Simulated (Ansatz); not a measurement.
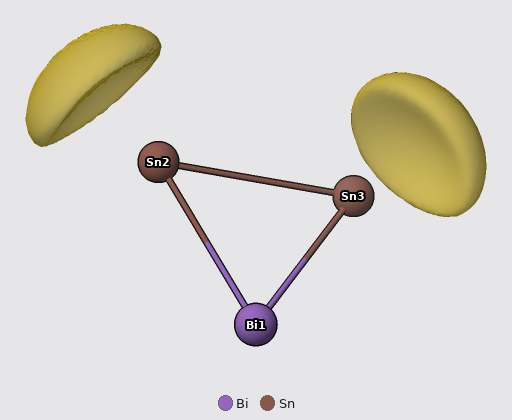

*BiSn2 (doublet). Isosurface of the ELF at 0.8 (yellow), seen at a tilt. Core shells and regions of very low density are left out.*

Geometry: r2SCAN-D4/def2-SVP; core potentials replace the inner electrons of Bi and Sn.

All numbers below come from UKS PBE0-D4/def2-TZVP in Ansatz.

**Identify the bonds, lone pairs and shells in this picture.**

At this value the surface marks out two lobes on Sn, pointing away from the bonds (non-bonding electrons).

Values along the shortest contacts:
Sn–Bi (2.83 Å): the ELF reaches about 0.50 near the midpoint. Sn–Sn (3.00 Å): the ELF is about 0.40 at the midpoint.
